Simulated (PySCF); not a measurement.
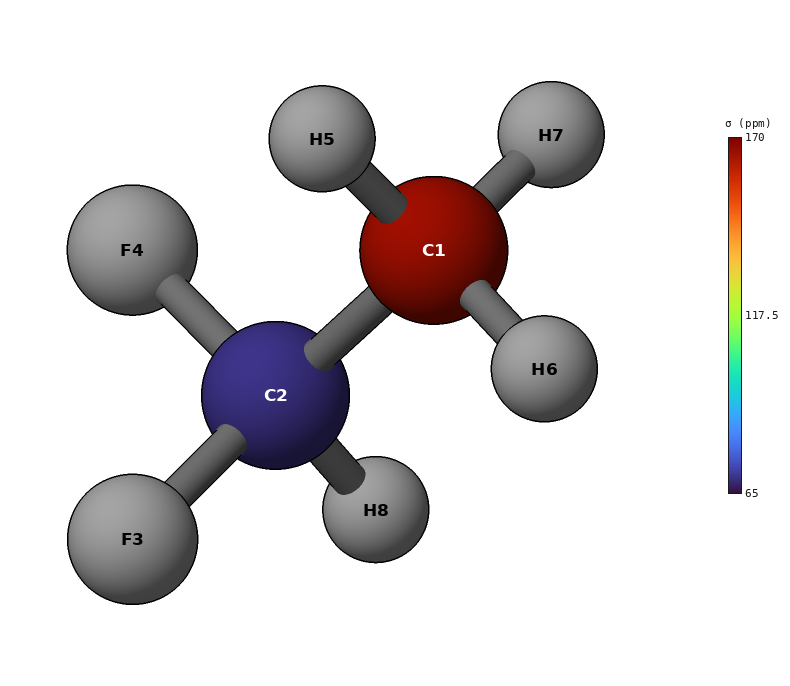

Atoms are coloured by their isotropic NMR shieldings (C only, the others grey). The computed structure is the end point of a PBE0-D3(BJ)/def2-SVP optimisation. No frequency run is at hand to confirm it as a minimum. Level of theory: GIAO PBE0/cc-pVTZ NMR shielding, non-relativistic, gas phase (PySCF 2.14.0).

Give the isotropic NMR shieldings of the C atoms atom by atom.

| atom | σ (ppm) |
| --- | --- |
| C1 | 165.7 |
| C2 | 69.5 |
